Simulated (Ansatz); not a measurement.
# One shape, several levels: InHBrClO (SMILES [OH][In]([Cl])[Br])

Wanted: a comparison of 6 runs (HF/STO-3G, HF/def2-SVP, r2SCAN/3-21G, PBE0/def2-SVP, B3LYP/def2-SVPD, MP2/STO-3G) of InHBrClO. 

The results are computed with Ansatz 0.2.0.

4 further runs of the same task are left out: 2 for a known fault of the program, 2 that didn't finish.

## Step 1: The molecule

InHBrClO has 5 atoms, charge 0, and is taken as a singlet. As SMILES, `[OH][In]([Cl])[Br]`. The shape is that of a PBE0-D4/def2-TZVP optimisation. This is one conformer, not always the lowest.

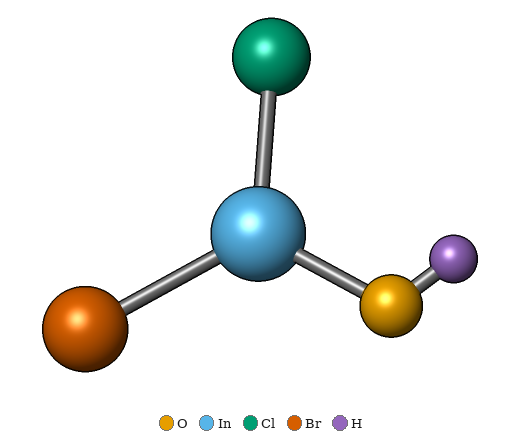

The structure, seen from a chosen angle (oxygen amber, indium blue, chlorine teal, bromine orange, hydrogen purple).

## Step 2: Energy and gradient at HF/STO-3G (run 1)

File run.yaml:

```yaml
crystal:
  periodic: [false, false, false]
  atoms:
    - {symbol: O, position_ang: [-0.257200, 1.542400, 0.012700]}
    - {symbol: In, position_ang: [-0.101800, -0.408900, -0.122800]}
    - {symbol: Cl, position_ang: [1.719700, -1.431600, 0.864100]}
    - {symbol: Br, position_ang: [-1.787800, -1.699000, -1.298800]}
    - {symbol: H, position_ang: [0.477100, 1.923400, 0.503400]}
basis:
  gaussian:
    orbitals: STO-3G
hamiltonian:
  xc: hf
accuracy: high
output: {forces: true, orbitals: {seedname: orbitals}}
```

On the command line:

```bash
$ ansatz run run.yaml --threads 1 --pin off --max-ram 2610MiB --events-out events.jsonl --progress --plain --runs-dir runs
```

The program printed:

```text
Warning: RAYON_NUM_THREADS=1 ignored (pool sized by the plan → 1); use --threads N
Functional definition: HF
  name "HF"
  exchange = exact_x
  correlation = 0
1058 factors; integrals over basis functions are off by at most 2.4e-8 eV
mean field evaluation 1: about -238280.0575 eV, gradient 2.4e1 eV
mean field evaluation 2: about -238280.1279 eV, gradient 2.4e1 eV
mean field evaluation 4: about -238282.7729 eV, gradient 1.7e0 eV
mean field evaluation 8: about -238282.7834 eV, gradient 9.3e-4 eV
mean field -238282.78344862 eV, -8756.7307778652 hartree, gradient 1.3e-8 eV, S^2 0.000000; 0 other end points of the search recorded, 0 dependent functions left out
the calculation of the forces begins
reference -238282.78344862 eV, -8756.7307778652 hartree; 55, 55 occupied and 5, 5 virtual orbitals, 1058 factors
Total energy: -238282.78344862 eV, -8756.7307778652 hartree
Atom 0 at    -0.257200     1.542400     0.012700 Å, force    -1.272021    -2.204389    -1.032384 eV/Å
Atom 1 at    -0.101800    -0.408900    -0.122800 Å, force    -0.185816     1.049120     0.011821 eV/Å
Atom 2 at     1.719700    -1.431600     0.864100 Å, force    -0.497735     0.229901    -0.275780 eV/Å
Atom 3 at    -1.787800    -1.699000    -1.298800 Å, force     0.616039     0.415313     0.422877 eV/Å
Atom 4 at     0.477100     1.923400     0.503400 Å, force     1.339533     0.510054     0.873467 eV/Å
Dipole moment:    -0.026365     0.362496     0.026083 e Å
```

Wall time 3.3 s (1 thread of Arm Neoverse V2, shared host).

## Step 3: Energy and forces at HF/def2-SVP (core potential) (run 2)

File molecule.yaml:

```yaml
crystal:
  periodic: [false, false, false]
  atoms:
    - {symbol: O, position_ang: [-0.257200, 1.542400, 0.012700]}
    - {symbol: In, position_ang: [-0.101800, -0.408900, -0.122800]}
    - {symbol: Cl, position_ang: [1.719700, -1.431600, 0.864100]}
    - {symbol: Br, position_ang: [-1.787800, -1.699000, -1.298800]}
    - {symbol: H, position_ang: [0.477100, 1.923400, 0.503400]}
basis:
  gaussian:
    orbitals: def2-SVP
hamiltonian:
  xc: hf
accuracy: high
output: {forces: true, orbitals: {seedname: orbitals}}
```

On the command line:

```bash
$ ansatz run molecule.yaml --threads 1 --pin off --max-ram 2610MiB --events-out events.jsonl --progress --plain --runs-dir runs
```

The program printed, shortened:

```text
Warning: RAYON_NUM_THREADS=1 ignored (pool sized by the plan → 1); use --threads N
Functional definition: HF
  name "HF"
[...]
1921 factors; integrals over basis functions are off by at most 4.7e-9 eV
[...]
mean field -89693.39569085 eV, -3296.1714952715 hartree, gradient 2.2e-8 eV, S^2 0.000000; 0 other end points of the search recorded, 0 dependent functions left out
[...]
reference -89693.39569085 eV, -3296.1714952715 hartree; 41, 41 occupied and 54, 54 virtual orbitals, 1921 factors
Total energy: -89693.39569085 eV, -3296.1714952715 hartree
Atom 0 at    -0.257200     1.542400     0.012700 Å, force     0.886897     0.315025     0.575111 eV/Å
Atom 1 at    -0.101800    -0.408900    -0.122800 Å, force    -0.148013     0.272132    -0.057104 eV/Å
Atom 2 at     1.719700    -1.431600     0.864100 Å, force     0.373336    -0.214574     0.201379 eV/Å
Atom 3 at    -1.787800    -1.699000    -1.298800 Å, force    -0.336076    -0.277121    -0.237024 eV/Å
Atom 4 at     0.477100     1.923400     0.503400 Å, force    -0.776144    -0.095461    -0.482361 eV/Å
Dipole moment:     0.158515     0.126269     0.110658 e Å
```

Run time: 6 s. Hardware: 1 thread of Arm Neoverse V2, shared host.

Runs 3 to 5 aren't shown in full; the table further down has their settings and results.

## Step 4: Energy and gradient at MP2/STO-3G (run 6)

File input.yaml:

```yaml
crystal:
  periodic: [false, false, false]
  atoms:
    - {symbol: O, position_ang: [-0.257200, 1.542400, 0.012700]}
    - {symbol: In, position_ang: [-0.101800, -0.408900, -0.122800]}
    - {symbol: Cl, position_ang: [1.719700, -1.431600, 0.864100]}
    - {symbol: Br, position_ang: [-1.787800, -1.699000, -1.298800]}
    - {symbol: H, position_ang: [0.477100, 1.923400, 0.503400]}
basis:
  gaussian:
    orbitals: STO-3G
accuracy: high
output:
  forces: true
  orbitals: {seedname: orbitals}
correlation:
  method: mp2
  frozen_orbitals: {Br: 9, Cl: 5, H: 0, In: 18, O: 1}
```

On the command line:

```bash
$ ansatz run input.yaml --threads 1 --pin off --max-ram 2610MiB --events-out events.jsonl --progress --plain --runs-dir runs
```

The program printed, shortened:

```text
Warning: RAYON_NUM_THREADS=1 ignored (pool sized by the plan → 1); use --threads N
Functional definition: HF
  name "HF"
[...]
1058 factors; integrals over basis functions are off by at most 2.4e-8 eV
[...]
mean field -238282.78344862 eV, -8756.7307778652 hartree, gradient 1.3e-8 eV, S^2 0.000000; 0 other end points of the search recorded, 0 dependent functions left out
33 core orbitals not correlated: weight in the atoms' cores, before any rotation towards them, 1.000 or more for the frozen orbitals, at most 0.000 for the correlated occupied ones
reference -238282.78344862 eV, -8756.7307778652 hartree; 22, 22 occupied and 5, 5 virtual orbitals, 1058 factors
second order -1.89376746 eV of doubles, -0.00000000 eV of singles
[...]
Total energy: -238284.67721608 eV, -8756.8003725356 hartree
Atom 0 at    -0.257200     1.542400     0.012700 Å, force    -2.688103    -2.437381    -1.919602 eV/Å
Atom 1 at    -0.101800    -0.408900    -0.122800 Å, force    -0.059814     1.056617     0.088982 eV/Å
Atom 2 at     1.719700    -1.431600     0.864100 Å, force    -0.361064     0.130897    -0.204312 eV/Å
Atom 3 at    -1.787800    -1.699000    -1.298800 Å, force     0.523063     0.379905     0.362297 eV/Å
Atom 4 at     0.477100     1.923400     0.503400 Å, force     2.585918     0.869961     1.672635 eV/Å
Dipole moment:    -0.051281     0.466273     0.023242 e Å
```

It took 5.1 s on 1 thread of Arm Neoverse V2, shared host.

## Step 5: Overview of the runs

```
run                             level  core potential  frozen core orbitals   energy (Eh)  dipole moment (D)  HOMO energy (eV)  LUMO energy (eV)  wall time
  1                         HF/STO-3G            none                     –  -8756.730778               1.75             -8.49              5.18      3.3 s
  2      HF/def2-SVP (core potential)        def2-SVP                     –  -3296.171495               1.11            -11.70              1.03        6 s
  3                      r2SCAN/3-21G            none                     –  -8812.202123               1.95             -7.29             -2.95       18 s
  4    PBE0/def2-SVP (core potential)        def2-SVP                     –  -3299.381663               1.10             -8.69             -2.44       14 s
  5  B3LYP/def2-SVPD (core potential)       def2-SVPD                     –  -3300.037291               0.76             -8.63             -3.07       24 s
  6                        MP2/STO-3G            none                    33  -8756.800373               2.26             -8.49              5.18      5.1 s
```

## Step 6: Summary of results

| quantity | value |
| --- | --- |
| run 6: total energy | -8756.80037 Eh |
| run 6: dipole moment (correlated density) | 2.26 D |
| run 6: HOMO energy (Hartree–Fock orbitals) | -8.49 eV |
| run 6: LUMO energy (Hartree–Fock orbitals) | 5.18 eV |
| run 6: HOMO–LUMO gap (Hartree–Fock orbitals) | 13.68 eV |
| run 6: correlation energy (33 core orbitals frozen) | -69.6 mEh |
| run 6: largest force on an atom | 4.105 eV/Å |

What this shows: The dipole moment (its size) runs from 0.76 D (B3LYP/def2-SVPD) to 2.26 D (MP2/STO-3G). The two ends differ in method and basis and core potential. Over runs 1, 2, 3, 4, 5 the HOMO–LUMO gap runs from 4.34 eV (r2SCAN/3-21G) to 13.68 eV (HF/STO-3G). The two ends differ in method and basis. Totals of different functionals can't be ranked against each other. Some runs of one species differ in core potentials or relativity; totals across that change don't compare. In runs 1, 6 the basis is minimal, so the values are rough. In runs 1, 3, 6 relativity is left out where basis or elements ask for it. All runs together took 69 s, the longest 24 s.
